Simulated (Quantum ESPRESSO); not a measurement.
## Fixed-spin-moment curve of Ni3Pt

How stiff is the total moment of Ni3Pt, and does E(M) have further minima?

Program: Quantum ESPRESSO 7.5. Level of theory: PBEsol; plane waves with GBRV 1.5 PBEsol potentials, no spin-orbit coupling. Results are calculated unless marked as measured.

**1. Starting point**

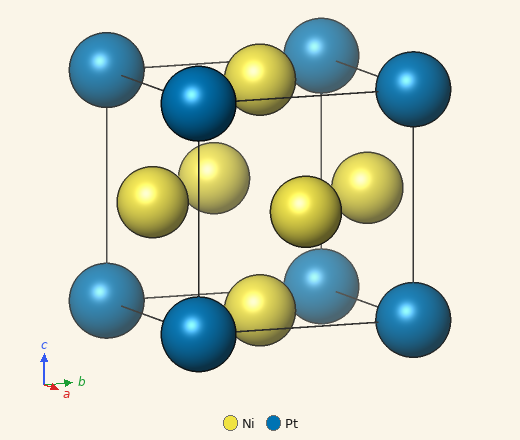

The cell as given, slightly off an axis (nickel yellow, platinum blue). Some periodic images of atoms are drawn too.

The cell comes from Materials Project 2023-11-01, a database of computed structures, and need not be the stable phase.

**2. The free run**

Input file pw.in:

```
&CONTROL
  calculation = 'scf'
  prefix = 'pwscf'
  outdir = './tmp'
  pseudo_dir = './pseudo'
  disk_io = 'nowf'
/
&SYSTEM
  ibrav = 0
  nat = 4
  ntyp = 2
  ecutwfc = 40
  ecutrho = 280
  nbnd = 46
  occupations = 'smearing'
  smearing = 'fd'
  degauss = 0.00999582
  nspin = 2
  starting_magnetization(1) = 0.0556
  starting_magnetization(2) = 0
/
&ELECTRONS
  conv_thr = 8d-09
  electron_maxstep = 150
  mixing_beta = 0.3
/
ATOMIC_SPECIES
Ni     58.6934 ni_pbesol_v1.4.uspp.F.UPF
Pt    195.0840 pt_pbesol_v1.4.uspp.F.UPF
CELL_PARAMETERS bohr
   6.8494385535    0.0000000000    0.0000000000
   0.0000000000    6.8494385535    0.0000000000
   0.0000000000    0.0000000000    6.8494385535
ATOMIC_POSITIONS crystal
Ni      0.5000000000    0.0000000000    0.5000000000
Ni      0.0000000000    0.5000000000    0.5000000000
Ni      0.5000000000    0.5000000000    0.0000000000
Pt      0.0000000000    0.0000000000    0.0000000000
K_POINTS automatic
8 8 8 0 0 0
```

Started as:

```bash
OMP_NUM_THREADS=1 mpirun -n 2 pw.x -nk 2 -in pw.in > pw.out
```

The log of the run:

```text
Program PWSCF v.7.5 starts

     Message from routine setup:
     using ibrav=0 with symmetry is DISCOURAGED, use correct ibrav instead

     K-points division:     npool     =       2
     Subspace diagonalization in iterative solution of the eigenvalue problem:

     G-vector sticks info
     --------------------
     sticks:   dense  smooth     PW     G-vecs:    dense   smooth      PW
     Sum        1041     593    185                25413    11067    1935

     Using Slab Decomposition

     bravais-lattice index     =            0
     lattice parameter (alat)  =       6.8494  a.u.
     unit-cell volume          =     321.3401 (a.u.)^3
     number of atoms/cell      =            4
     number of atomic types    =            2
     number of electrons       =        70.00
     number of Kohn-Sham states=           46
     kinetic-energy cutoff     =      40.0000  Ry
     charge density cutoff     =     280.0000  Ry
     scf convergence threshold =      8.0E-09
     mixing beta               =       0.3000
     number of iterations used =            8  plain     mixing
     Exchange-correlation= SLA  PW   PSX  PSC
                           (   1   4  10   8   0   0   0)

     celldm(1)=   6.849439  celldm(2)=   0.000000  celldm(3)=   0.000000
     celldm(4)=   0.000000  celldm(5)=   0.000000  celldm(6)=   0.000000

     crystal axes: (cart. coord. in units of alat)
               a(1) = (   1.000000   0.000000   0.000000 )
               a(2) = (   0.000000   1.000000   0.000000 )
               a(3) = (   0.000000   0.000000   1.000000 )

     reciprocal axes: (cart. coord. in units 2 pi/alat)
               b(1) = (  1.000000  0.000000  0.000000 )
               b(2) = (  0.000000  1.000000  0.000000 )
               b(3) = (  0.000000  0.000000  1.000000 )

     PseudoPot. # 1 for Ni read from file:
     ni_pbesol_v1.4.uspp.F.UPF
     Pseudo is Ultrasoft + core correction, Zval = 18.0
     Generated by new atomic code, or converted to UPF format
     Using radial grid of  865 points,  6 beta functions with:
                l(1) =   0
                l(2) =   0
                l(3) =   1
                l(4) =   1
                l(5) =   2
                l(6) =   2
     Q(r) pseudized with 10 coefficients,  rinner =    0.980   0.980   0.980
                                                       0.980   0.980

     PseudoPot. # 2 for Pt read from file:
     pt_pbesol_v1.4.uspp.F.UPF
     Pseudo is Ultrasoft + core correction, Zval = 16.0
     Generated by new atomic code, or converted to UPF format
     Using radial grid of  985 points,  6 beta functions with:
                l(1) =   0
                l(2) =   0
                l(3) =   1
                l(4) =   1
                l(5) =   2
                l(6) =   2
     Q(r) pseudized with  8 coefficients,  rinner =    1.300   1.300   1.300
                                                       1.300   1.300

     atomic species   valence    mass     pseudopotential
     Ni               18.00    58.69340     Ni( 1.00)
     Pt               16.00   195.08400     Pt( 1.00)

     Starting magnetic structure
     atomic species   magnetization
     Ni              0.056
     Pt              0.000

     48 Sym. Ops., with inversion, found

   Cartesian axes

     site n.     atom                  positions (alat units)
         1        Ni     tau(   1) = (   0.5000000   0.0000000   0.5000000  )
         2        Ni     tau(   2) = (   0.0000000   0.5000000   0.5000000  )
         3        Ni     tau(   3) = (   0.5000000   0.5000000   0.0000000  )
         4        Pt     tau(   4) = (   0.0000000   0.0000000   0.0000000  )

     number of k points=    35  Fermi-Dirac smearing, width (Ry)=  0.0100
                       cart. coord. in units 2pi/alat
        k(    1) = (   0.0000000   0.0000000   0.0000000), wk =   0.0019531
        k(    2) = (   0.0000000   0.0000000   0.1250000), wk =   0.0117188
        k(    3) = (   0.0000000   0.0000000   0.2500000), wk =   0.0117188
        k(    4) = (   0.0000000   0.0000000   0.3750000), wk =   0.0117188
        k(    5) = (   0.0000000   0.0000000  -0.5000000), wk =   0.0058594
        [... 30 further k-points ...]

     Dense  grid:    25413 G-vectors     FFT dimensions: (  40,  40,  40)

     Smooth grid:    11067 G-vectors     FFT dimensions: (  27,  27,  27)

     Check: negative core charge=   -0.000013
     Generating pointlists ...
     new r_m :   0.2917 (alat units)  1.9979 (a.u.) for type    1
     new r_m :   0.2917 (alat units)  1.9979 (a.u.) for type    2

     Initial potential from superposition of free atoms

     starting charge      63.5000, renormalised to      70.0000

     negative rho (up, down):  9.905E-02 9.905E-02
     Starting wfcs are   51 randomized atomic wfcs

     Self-consistent Calculation

     iteration #  1     ecut=    40.00 Ry     beta= 0.30
     Davidson diagonalization with overlap
     ethr =  1.00E-02,  avg # of iterations =  3.7

     negative rho (up, down):  9.298E-02 9.277E-02

     total energy              =   -1219.16502534 Ry
     estimated scf accuracy    <      85.87507137 Ry

     total magnetization       =     1.02 Bohr mag/cell
     absolute magnetization    =     1.07 Bohr mag/cell

     iteration #  2     ecut=    40.00 Ry     beta= 0.30
     Davidson diagonalization with overlap
     ethr =  1.00E-02,  avg # of iterations =  3.1

     negative rho (up, down):  8.751E-02 8.735E-02

     total energy              =   -1234.78277319 Ry
     estimated scf accuracy    <      40.88285346 Ry

     total magnetization       =     0.11 Bohr mag/cell
     absolute magnetization    =     0.17 Bohr mag/cell

     iteration #  3     ecut=    40.00 Ry     beta= 0.30
     Davidson diagonalization with overlap
     ethr =  1.00E-02,  avg # of iterations =  2.1

     negative rho (up, down):  8.694E-02 8.654E-02

     total energy              =   -1239.71171162 Ry
     estimated scf accuracy    <       0.92757760 Ry

     total magnetization       =     2.43 Bohr mag/cell
     absolute magnetization    =     2.56 Bohr mag/cell

     [... further iterations left out ...]

     iteration # 12     ecut=    40.00 Ry     beta= 0.30
     Davidson diagonalization with overlap
     ethr =  1.56E-07,  avg # of iterations =  1.5

     negative rho (up, down):  8.526E-02 8.283E-02

     total energy              =   -1239.84131533 Ry
     estimated scf accuracy    <       0.00000393 Ry

     total magnetization       =     2.20 Bohr mag/cell
     absolute magnetization    =     2.44 Bohr mag/cell

     iteration # 13     ecut=    40.00 Ry     beta= 0.30
     Davidson diagonalization with overlap
     ethr =  5.62E-09,  avg # of iterations =  1.5

     negative rho (up, down):  8.526E-02 8.283E-02

     total energy              =   -1239.84131598 Ry
     estimated scf accuracy    <       0.00000014 Ry

     total magnetization       =     2.20 Bohr mag/cell
     absolute magnetization    =     2.44 Bohr mag/cell

     iteration # 14     ecut=    40.00 Ry     beta= 0.30
     Davidson diagonalization with overlap
     ethr =  1.96E-10,  avg # of iterations =  2.7

     negative rho (up, down):  8.526E-02 8.283E-02

     total energy              =   -1239.84131605 Ry
     estimated scf accuracy    <       0.00000001 Ry

     total magnetization       =     2.20 Bohr mag/cell
     absolute magnetization    =     2.44 Bohr mag/cell

     iteration # 15     ecut=    40.00 Ry     beta= 0.30
     Davidson diagonalization with overlap
     ethr =  1.46E-11,  avg # of iterations =  1.9

     negative rho (up, down):  8.527E-02 8.283E-02

     Magnetic moment per site  (integrated on atomic sphere of radius R)
     atom   1 (R=0.292)  charge= 16.8512  magn=  0.6710
     atom   2 (R=0.292)  charge= 16.8512  magn=  0.6710
     atom   3 (R=0.292)  charge= 16.8512  magn=  0.6710
     atom   4 (R=0.292)  charge= 13.4013  magn=  0.2882

     End of self-consistent calculation

     [... lines left out ...]
     the Fermi energy is    19.2493 ev

!    total energy              =   -1239.84131607 Ry
     estimated scf accuracy    <          3.3E-09 Ry
     smearing contrib. (-TS)   =      -0.02789587 Ry
     internal energy E=F+TS    =   -1239.81342021 Ry

     The total energy is F=E-TS. E is the sum of the following terms:
     one-electron contribution =    -613.10239759 Ry
     hartree contribution      =     356.53367353 Ry
     xc contribution           =    -162.26932353 Ry
     ewald contribution        =    -820.97537261 Ry

     total magnetization       =     2.20 Bohr mag/cell
     absolute magnetization    =     2.44 Bohr mag/cell

     convergence has been achieved in  15 iterations

=------------------------------------------------------------------------------=
   JOB DONE.
=------------------------------------------------------------------------------=
```

Run time: 93 s. Hardware: 2 MPI ranks of Arm Neoverse N1, shared host; peak memory 0.27 GiB.

Spin moment in the atom's sphere by atom:

| atom | spin moment in the atom's sphere (μB) |
| --- | --- |
| Ni1 | 0.671 |
| Ni2 | 0.671 |
| Ni3 | 0.671 |
| Pt4 | 0.288 |

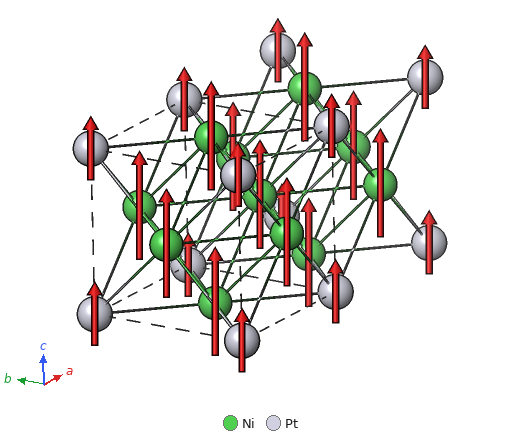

Spin moment in the atom's sphere as arrows, the longest 0.671 μB. Up and down stand for the sign. Arrows give size and sign along the axis of quantisation, drawn up and down the page. Each arrow also spans its atom, so small moments look longer than they are. 2×1×1 cells are drawn. Some periodic images of atoms are drawn too.

Numbers from this step:

```
smearing term TS       : 0.3795 eV
magnetization          : 2.203 μB
absolute magnetization : 2.444 μB
final state            : ferromagnetic
```

**3. Moment fixed at 0 μB**

The two spin channels are filled to separate Fermi energies, so that the total moment meets the target. Half of the up one less the down one is the slope dE/dM.

pw.in: that of step 2 with these lines changed.

```diff
@@ -13,3 +13,3 @@
   ecutrho = 280
-  nbnd = 46
+  nbnd = 47
   occupations = 'smearing'
@@ -18,4 +18,5 @@
   nspin = 2
-  starting_magnetization(1) = 0.0556
+  starting_magnetization(1) = 0.0028
   starting_magnetization(2) = 0
+  tot_magnetization = 0
 /
```

The log of the run:

```text
     [... lines left out ...]
Program PWSCF v.7.5 starts
     [... lines left out ...]
     number of atoms/cell      =            4
     [... lines left out ...]
     number of electrons       =        70.00 (up:  35.00, down:  35.00)
     number of Kohn-Sham states=           47
     kinetic-energy cutoff     =      40.0000  Ry
     charge density cutoff     =     280.0000  Ry
     scf convergence threshold =      8.0E-09
     [... lines left out ...]
     48 Sym. Ops., with inversion, found
     [... lines left out ...]
     number of k points=    35  Fermi-Dirac smearing, width (Ry)=  0.0100
     [... lines left out ...]
     iteration # 14     ecut=    40.00 Ry     beta= 0.30
     [... lines left out ...]
     Magnetic moment per site  (integrated on atomic sphere of radius R)
     atom   1 (R=0.292)  charge= 16.8580  magn=  0.0000
     atom   2 (R=0.292)  charge= 16.8580  magn=  0.0000
     atom   3 (R=0.292)  charge= 16.8580  magn=  0.0000
     atom   4 (R=0.292)  charge= 13.3900  magn= -0.0000
     [... lines left out ...]
     the spin up/dw Fermi energies are    19.1629   19.1629 ev
!    total energy              =   -1239.83716727 Ry
     estimated scf accuracy    <          3.1E-09 Ry
     smearing contrib. (-TS)   =      -0.03626226 Ry
     [... lines left out ...]
     total magnetization       =    -0.00 Bohr mag/cell
     absolute magnetization    =     0.00 Bohr mag/cell
     convergence has been achieved in  14 iterations
```

Elapsed: 88 s, on 2 MPI ranks; peak memory 0.27 GiB.

Read from the output:

```
magnetization                                 : 0 μB
absolute magnetization                        : 0 μB
half the difference of the two Fermi energies : 0 meV
largest moment                                : 0 μB
```

**4. Moment fixed at 0.5 μB**

pw.in: that of step 3 with these lines changed.

```diff
@@ -18,5 +18,5 @@
   nspin = 2
-  starting_magnetization(1) = 0.0028
+  starting_magnetization(1) = 0.0093
   starting_magnetization(2) = 0
-  tot_magnetization = 0
+  tot_magnetization = 0.5
 /
```

The log of the run:

```text
     [... lines left out ...]
Program PWSCF v.7.5 starts
     [... lines left out ...]
     number of atoms/cell      =            4
     [... lines left out ...]
     number of electrons       =        70.00 (up:  35.25, down:  34.75)
     number of Kohn-Sham states=           47
     kinetic-energy cutoff     =      40.0000  Ry
     charge density cutoff     =     280.0000  Ry
     scf convergence threshold =      8.0E-09
     [... lines left out ...]
     48 Sym. Ops., with inversion, found
     [... lines left out ...]
     number of k points=    35  Fermi-Dirac smearing, width (Ry)=  0.0100
     [... lines left out ...]
     iteration # 13     ecut=    40.00 Ry     beta= 0.30
     [... lines left out ...]
     Magnetic moment per site  (integrated on atomic sphere of radius R)
     atom   1 (R=0.292)  charge= 16.8576  magn=  0.1580
     atom   2 (R=0.292)  charge= 16.8576  magn=  0.1580
     atom   3 (R=0.292)  charge= 16.8576  magn=  0.1580
     atom   4 (R=0.292)  charge= 13.3907  magn=  0.0539
     [... lines left out ...]
     the spin up/dw Fermi energies are    19.1451   19.1865 ev
!    total energy              =   -1239.83755529 Ry
     estimated scf accuracy    <          2.1E-09 Ry
     smearing contrib. (-TS)   =      -0.03574989 Ry
     [... lines left out ...]
     total magnetization       =     0.50 Bohr mag/cell
     absolute magnetization    =     0.57 Bohr mag/cell
     convergence has been achieved in  13 iterations
```

Run time: 84 s. Hardware: 2 MPI ranks; peak memory 0.27 GiB; 2.8 min of CPU time.

Spin moment in the atom's sphere by atom:

| atom | spin moment in the atom's sphere (μB) |
| --- | --- |
| Ni1 | 0.158 |
| Ni2 | 0.158 |
| Ni3 | 0.158 |
| Pt4 | 0.054 |

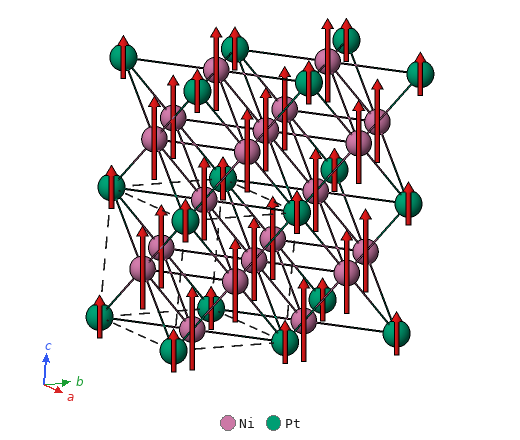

Spin moment in the atom's sphere as arrows, the longest 0.158 μB. Up and down stand for the sign. Arrows give size and sign along the axis of quantisation, drawn up and down the page. Each arrow also spans its atom, so small moments look longer than they are. 1×2×2 cells are drawn. Some periodic images of atoms are drawn too.

This step gave:

* magnetization: 0.5 μB
* absolute magnetization: 0.567 μB
* half the difference of the two Fermi energies: -20.7 meV

**5. Moment fixed at 1.001 μB**

pw.in: that of step 4 with these lines changed.

```diff
@@ -13,3 +13,3 @@
   ecutrho = 280
-  nbnd = 47
+  nbnd = 48
   occupations = 'smearing'
@@ -18,5 +18,5 @@
   nspin = 2
-  starting_magnetization(1) = 0.0093
+  starting_magnetization(1) = 0.0185
   starting_magnetization(2) = 0
-  tot_magnetization = 0.5
+  tot_magnetization = 1.001
 /
```

The log of the run:

```text
     [... lines left out ...]
Program PWSCF v.7.5 starts
     [... lines left out ...]
     number of atoms/cell      =            4
     [... lines left out ...]
     number of electrons       =        70.00 (up:  35.50, down:  34.50)
     number of Kohn-Sham states=           48
     kinetic-energy cutoff     =      40.0000  Ry
     charge density cutoff     =     280.0000  Ry
     scf convergence threshold =      8.0E-09
     [... lines left out ...]
     48 Sym. Ops., with inversion, found
     [... lines left out ...]
     number of k points=    35  Fermi-Dirac smearing, width (Ry)=  0.0100
     [... lines left out ...]
     iteration # 14     ecut=    40.00 Ry     beta= 0.30
     [... lines left out ...]
     Magnetic moment per site  (integrated on atomic sphere of radius R)
     atom   1 (R=0.292)  charge= 16.8567  magn=  0.3144
     atom   2 (R=0.292)  charge= 16.8567  magn=  0.3144
     atom   3 (R=0.292)  charge= 16.8567  magn=  0.3144
     atom   4 (R=0.292)  charge= 13.3927  magn=  0.1125
     [... lines left out ...]
     the spin up/dw Fermi energies are    19.1393   19.2110 ev
!    total energy              =   -1239.83862204 Ry
     estimated scf accuracy    <          3.7E-10 Ry
     smearing contrib. (-TS)   =      -0.03424820 Ry
     [... lines left out ...]
     total magnetization       =     1.00 Bohr mag/cell
     absolute magnetization    =     1.13 Bohr mag/cell
     convergence has been achieved in  14 iterations
```

Run time: 91 s. Hardware: 2 MPI ranks; peak memory 0.27 GiB.

Numbers from this step:

```
magnetization                                 : 1.001 μB
absolute magnetization                        : 1.132 μB
half the difference of the two Fermi energies : -35.8 meV
largest moment                                : 0.3144 μB
```

**6. E(M)**

The runs not shown differ in the target, the start and the number of states alone. The point at 2.20 μB is the free run, entered with slope zero.

Table of energy over the lowest by total spin moment:

| total spin moment (μB a cell) | energy over the lowest (meV a cell) |
| --- | --- |
| 0.00 | 56.4 |
| 0.50 | 51.2 |
| 1.00 | 36.7 |
| 1.50 | 17.4 |
| 2.00 | 1.95 |
| 2.20 | 0 |
| 2.50 | 5.63 |
| 3.00 | 52.0 |
| 3.50 | 179 |
| 4.00 | 438 |

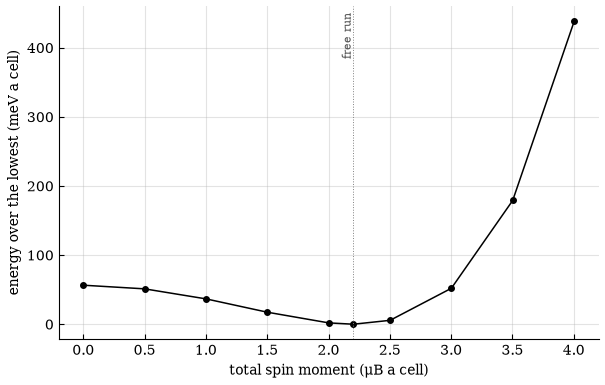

Energy over the lowest, plotted against total spin moment.

dE/dM against total spin moment:

| total spin moment (μB a cell) | dE/dM (meV/μB) |
| --- | --- |
| 0.00 | -0.00126 |
| 0.50 | -20.7 |
| 1.00 | -35.8 |
| 1.50 | -38.5 |
| 2.00 | -18.2 |
| 2.20 | 0 |
| 2.50 | 40.6 |
| 3.00 | 157 |
| 3.50 | 369 |
| 4.00 | 669 |

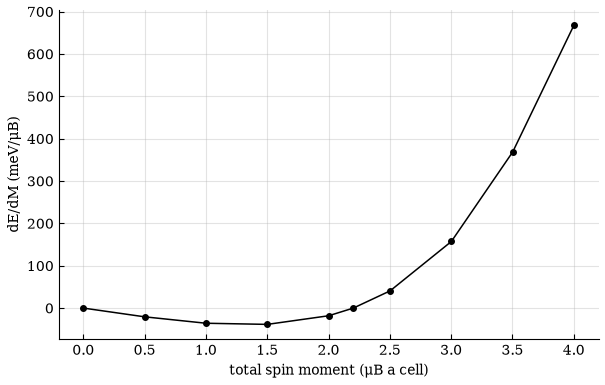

dE/dM against total spin moment.

Largest site moment against total spin moment:

| total spin moment (μB a cell) | largest site moment (μB) |
| --- | --- |
| 0.00 | 2.3e-6 |
| 0.50 | 0.158 |
| 1.00 | 0.314 |
| 1.50 | 0.466 |
| 2.00 | 0.613 |
| 2.20 | 0.671 |
| 2.50 | 0.755 |
| 3.00 | 0.892 |
| 3.50 | 1.02 |
| 4.00 | 1.13 |

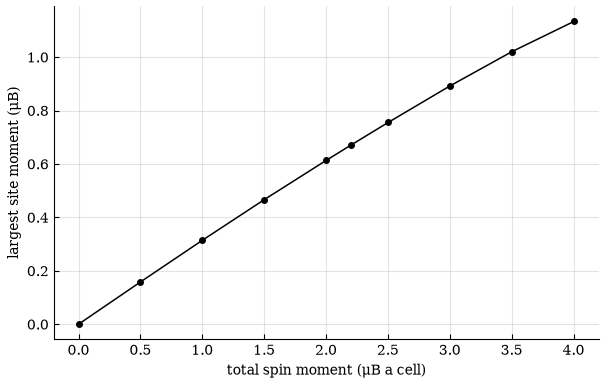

Largest site moment against total spin moment.

**7. What came out**

```yaml
moment_of_the_free_run: 2.20 μB a cell
energy_at_zero_total_moment: 56.4 meV a cell over the lowest
delta_e_delta_m2_from_the_lowest_point_to_2p50_and_to_2p00_mu_b: 63 and 48 meV/μB²
```

What this shows: At zero total moment the site moments vanish, so the 56 meV a cell is the energy of forming them. The points show one minimum alone. All runs start parallel; opposed orders may lie lower. Energies are free energies at an electronic temperature of 1580 K, which lowers moments and differences where the moments are itinerant.

[Logs and program files are shortened in this print: banners, set-up blocks, solver, clock and traceback lines can be left out without a mark of their own.]

[Logs are printed without paths, hosts, clocks, repeated set-up lines and the standing remarks that a program may print on its own settings, such as how far it seeks lower states.]

[Hosts, paths, dates, database ids (printed as entryN), source tags and the programs' standing remarks are cut or masked in the printed files.]

[Where a cell is said to come from a database of computed structures, the database is the Materials Project.]
